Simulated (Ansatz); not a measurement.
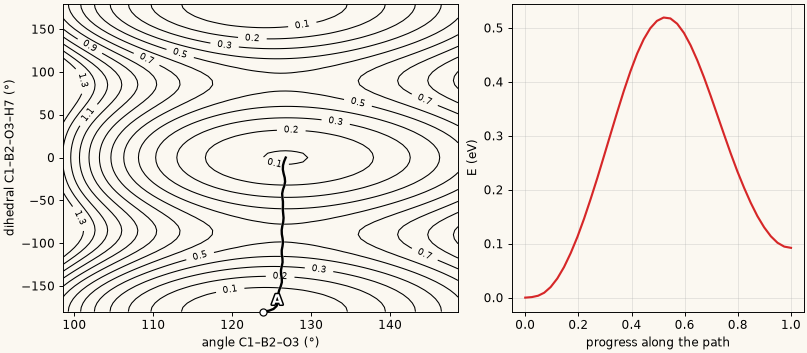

CH4BO, SMILES C[B]O, spin multiplicity 2. Coordinates scanned: (1) angle C1–B2–O3; (2) dihedral C1–B2–O3–H7. Nothing is relaxed (all other coordinates rigid). Grid: 15 × 15 points. Points are written as (first, second). Energies are in eV, from the lowest grid point. Method: UHF/def2-TZVP in Ansatz 0.2.0.

In the figure: contour lines labelled in eV (none above 1.3), a line along the lowest path, the energy along the path at the right, the start A. Between grid points the surface is interpolated.

Question: Describe the path and its barrier.

Answer: The easiest path leads from the well at (123.6°, −180°) to the well at about (127°, 0°), about 0.092 eV higher. Its highest point lies about 0.52 eV above the bottom of the first well on the interpolated surface, at about (126°, −90°). Seen from the upper well the barrier is about 0.43 eV. The start is the relaxed structure and all else is held, so a fully relaxed path at this level can only be lower.
